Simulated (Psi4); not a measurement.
**BSiH5O− (SMILES [BH2-]O[SiH3]) at UB3LYP/6-311+G(d,p)**

Aim: the vertical doublet–quartet gap of BSiH5O− at UB3LYP/6-311+G**, from 2 runs. Input form: a Python script.

The calculation is run with Psi4 1.11.

3 further runs of the same task are left out: 3 set aside as unsound or not needed.

## Step 1: The structure to begin with

BSiH5O− has 8 atoms, charge -1, and is taken as a doublet. As SMILES, `[BH2-]O[SiH3]`. The shape is that of a GFN2-xTB optimisation.

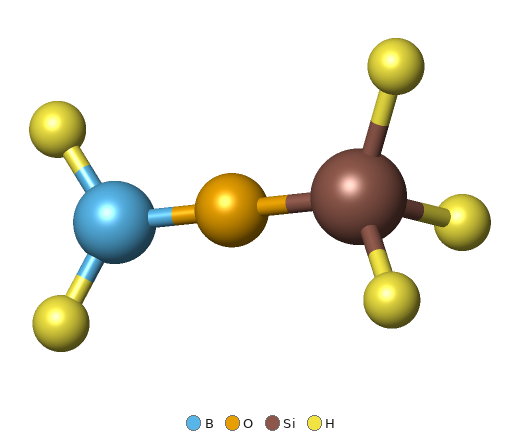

Viewed from a chosen angle; boron blue, oxygen amber, silicon brown, hydrogen yellow.

## Step 2: The energy at UB3LYP/6-311+G(d,p)

Input file bh5osi.xyz:

```xyz
8
BH5OSi
B     -0.215950     1.005800    -1.355720
O     -0.107400     0.208020    -0.271140
Si     0.243930    -0.764680     0.931390
H     -0.694960     0.572570    -2.373600
H      0.316150     2.087710    -1.363460
H     -0.992070    -0.493660     1.899930
H      0.083830    -2.226560     0.694170
H      1.366470    -0.389200     1.838420
```

Input file job.py:

```python
import psi4

psi4.set_memory(1600000000)
psi4.set_num_threads(1)
psi4.set_output_file('bh5osi.out', False)

with open('bh5osi.xyz') as f:
    atoms = ''.join(f.readlines()[2:])
molecule = psi4.geometry('-1 2\n' + atoms + 'symmetry c1\nno_reorient\nno_com')

options = {'basis': '6-311+G**', 'reference': 'uks', 'puream': True, 'e_convergence': 1e-09, 'd_convergence': 1e-08, 'scf_type': 'pk', 'dft_radial_points': 99, 'dft_spherical_points': 590, 'maxiter': 200}
psi4.set_options(options)

result, w = psi4.energy("b3lyp", return_wfn=True)
psi4.oeprop(w, "WIBERG_LOWDIN_INDICES", "LOWDIN_CHARGES", "MULLIKEN_CHARGES")
print(f'total energy {result:.8f} hartree = {result * 27.211386:.5f} eV')
for k, v in sorted(psi4.core.scalar_variables().items()):
    print(f'{k:45s} {v:18.10f}')
```

Started as:

```
$ python job.py
```

bh5osi.out:

```text
[...]
  Running in c1 symmetry.
[...]
  Nuclear repulsion =  101.195270419555840
[...]
  Multiplicity = 2
[...]
  Nalpha       = 17
  Nbeta        = 16
[...]
    Number of basis functions: 104
[...]
   @UKS iter   1:  -392.19722617578429   -2.17621e-01   9.24021e-03 DIIS/ADIIS
[...]
   @UKS iter  17:  -392.65759510092369   -1.15392e-11   7.58077e-09 DIIS
[...]
   @S^2 Observed:                7.519025066E-01
[...]
    Orbital Energies [Eh]
    ---------------------
    Alpha Occupied:
       1A    -65.972319     2A    -18.962597     3A     -6.571362
       4A     -5.142274     5A     -3.501844     6A     -3.500343
       7A     -3.499564     8A     -0.852669     9A     -0.449498
      10A     -0.326396    11A     -0.262363    12A     -0.249268
      13A     -0.243662    14A     -0.201533    15A     -0.150708
      16A     -0.110214    17A      0.073620
    Alpha Virtual:
      18A      0.102095    19A      0.124618    20A      0.142060
      21A      0.146590    22A      0.151559    23A      0.161472
      24A      0.166540    25A      0.189349    26A      0.192187
[...]
  @UKS Final Energy:  -392.65759510092369
   => Energetics <=
    Nuclear Repulsion Energy =            101.1952704195558397
    One-Electron Energy =                -747.2272046488083106
    Two-Electron Energy =                 282.1770065462447974
    DFT Exchange-Correlation Energy =     -28.8026674179160658
    Empirical Dispersion Energy =           0.0000000000000000
    VV10 Nonlocal Energy =                  0.0000000000000000
    Total Energy =                       -392.6575951009236860
[...]
 Multipole Moments:
 ------------------------------------------------------------------------------------
     Multipole            Electronic (a.u.)      Nuclear  (a.u.)        Total (a.u.)
 ------------------------------------------------------------------------------------
 L = 1.  Multiply by 2.5417464519 to convert [e a0] to [Debye]
 Dipole X            :         -2.4532796            2.9394501            0.4861704
 Dipole Y            :          7.7693940           -8.4310131           -0.6616191
 Dipole Z            :         -8.5344707            9.0464969            0.5120262
 Magnitude           :                                                    0.9676117
[...]
  Mulliken Charges: (a.u.)
   Center  Symbol    Alpha    Beta     Spin     Total
       1     B     3.17594  2.28411  0.89182 -0.46005
       2     O     4.02286  4.13781 -0.11494 -0.16067
       3    SI     6.94506  6.68881  0.25625  0.36613
       4     H     0.52537  0.56420 -0.03883 -0.08957
       5     H     0.52516  0.56451 -0.03934 -0.08967
       6     H     0.60045  0.59663  0.00381 -0.19708
       7     H     0.60162  0.58264  0.01898 -0.18426
       8     H     0.60353  0.58128  0.02225 -0.18481
   Total alpha = 17.00000, Total beta = 16.00000, Total charge = -1.00000
[...]
```

On the terminal:

```text
total energy -392.65759510 hartree = -10684.75739 eV
CURRENT ENERGY                                   -392.6575951009
CURRENT REFERENCE ENERGY                         -392.6575951009
DD SOLVATION ENERGY                                 0.0000000000
DFT FUNCTIONAL TOTAL ENERGY                      -392.6575951009
DFT TOTAL ENERGY                                 -392.6575951009
DFT VV10 ENERGY                                     0.0000000000
DFT XC ENERGY                                     -28.8026674179
GRID ELECTRONS ALPHA                               17.0000065220
GRID ELECTRONS BETA                                16.0000001861
GRID ELECTRONS TOTAL                               33.0000067081
NUCLEAR REPULSION ENERGY                          101.1952704196
ONE-ELECTRON ENERGY                              -747.2272046488
PCM POLARIZATION ENERGY                             0.0000000000
PE ENERGY                                           0.0000000000
SCF ITERATION ENERGY                             -392.6575951009
SCF ITERATIONS                                     17.0000000000
SCF TOTAL ENERGY                                 -392.6575951009
TWO-ELECTRON ENERGY                               282.1770065462
XC GRID RADIAL POINTS                              99.0000000000
XC GRID SPHERICAL POINTS                          590.0000000000
XC GRID TOTAL POINTS                           449082.0000000000
```

Run time: 29 s. Hardware: 1 thread of AMD EPYC 9R45 (Zen 5), shared host; peak memory 0.67 GiB.

## Step 3: The quartet, same level

Input file bh5osi.py:

```python
import psi4

psi4.set_memory('1600 MB')
psi4.set_num_threads(1)
psi4.set_output_file('bh5osi.out', False)

mol = psi4.geometry("""
-1 4
B     -0.40808636     1.90068654    -2.56193950
O     -0.20295659     0.39310083    -0.51238034
Si     0.46096089    -1.44503577     1.76007202
H     -1.31328407     1.08200049    -4.48545393
H      0.59743691     3.94520013    -2.57656598
H     -1.87474060    -0.93288220     3.59034736
H      0.15841574    -4.20758860     1.31179118
H      2.58225406    -0.73548141     3.47411030
units bohr
symmetry c1
no_reorient
no_com
""")

psi4.set_options({
    'basis': '6-311+G**',
    'reference': 'uks',
    'puream': True,
    'e_convergence': 1e-09,
    'd_convergence': 1e-08,
    'scf_type': 'pk',
    'dft_radial_points': 99,
    'dft_spherical_points': 590,
    'maxiter': 200,
})

energy_value, wavefunction = psi4.energy("B3LYP", return_wfn=True)
psi4.oeprop(wavefunction, "MULLIKEN_CHARGES", "DIPOLE", "WIBERG_LOWDIN_INDICES")
print(f'total energy {energy_value:.8f} hartree = {energy_value * 27.211386:.5f} eV')
```

Started as:

```
$ python bh5osi.py
```

bh5osi.out (excerpt; [...] marks lines left out):

```text
[...]
  Running in c1 symmetry.
[...]
  Nuclear repulsion =  101.195270418888057
[...]
  Multiplicity = 4
[...]
  Nalpha       = 18
  Nbeta        = 15
[...]
    Number of basis functions: 104
[...]
   @UKS iter   1:  -391.84138375307680    1.38222e-01   9.98767e-03 ADIIS/DIIS
[...]
   @UKS iter  20:  -392.46873920443232   -4.05862e-11   9.52498e-09 DIIS
[...]
   @S^2 Observed:                3.755568733E+00
[...]
  @UKS Final Energy:  -392.46873920443232
   => Energetics <=
    Nuclear Repulsion Energy =            101.1952704188880574
    One-Electron Energy =                -746.0977772651615396
    Two-Electron Energy =                 281.1412172404752141
    DFT Exchange-Correlation Energy =     -28.7074495986340494
    Empirical Dispersion Energy =           0.0000000000000000
    VV10 Nonlocal Energy =                  0.0000000000000000
    Total Energy =                       -392.4687392044323246
[...]
 Multipole Moments:
 ------------------------------------------------------------------------------------
     Multipole            Electronic (a.u.)      Nuclear  (a.u.)        Total (a.u.)
 ------------------------------------------------------------------------------------
 L = 1.  Multiply by 2.5417464519 to convert [e a0] to [Debye]
 Dipole X            :         -3.2969882            2.9394500           -0.3575382
 Dipole Y            :          9.3152571           -8.4310130            0.8842440
 Dipole Z            :        -10.0608558            9.0464970           -1.0143588
 Magnitude           :                                                    1.3923523
[...]
  Mulliken Charges: (a.u.)
   Center  Symbol    Alpha    Beta     Spin     Total
       1     B     3.53765  2.11147  1.42617 -0.64912
       2     O     3.76838  3.83057 -0.06219  0.40105
       3    SI     7.78444  6.64679  1.13765 -0.43123
       4     H     0.56564  0.38869  0.17695  0.04567
       5     H     0.56753  0.38963  0.17790  0.04285
       6     H     0.58390  0.59102 -0.00712 -0.17492
       7     H     0.59837  0.51659  0.08178 -0.11496
       8     H     0.59410  0.52524  0.06886 -0.11935
   Total alpha = 18.00000, Total beta = 15.00000, Total charge = -1.00000
[...]
```

The script printed:

```text
total energy -392.46873920 hartree = -10679.61836 eV
```

Run time: 34 s. Hardware: 1 thread of AMD EPYC 9R45 (Zen 5), shared host; peak memory 0.67 GiB.

## Step 4: Outcome

Level: UB3LYP/6-311+G**.

| quantity | value |
| --- | --- |
| doublet: total energy | -392.65760 Eh |
| doublet: HOMO energy (highest over α and β) | 2.00 eV |
| doublet: LUMO energy (lowest over α and β) | 2.78 eV |
| doublet: ⟨S²⟩ | 0.752 |
| quartet: total energy | -392.46874 Eh |
| quartet: HOMO energy (highest over α and β) | 2.01 eV |
| quartet: ⟨S²⟩ | 3.756 |
| vertical energy of the quartet above the doublet | 5.139 eV |

In words: At this shape the quartet lies 5.14 eV (119 kcal/mol) above the doublet. For an anion a state so high probably lies above electron detachment. The HOMO (doublet) lies at positive energy, 2.00 eV; only total energies tell whether the electron is bound. Mulliken charges (quartet) run from -0.65 on B1 to +0.40 on O2; in a basis this large or diffuse they mean little. The HOMO (quartet) lies at positive energy, 2.01 eV; only total energies tell whether the electron is bound.
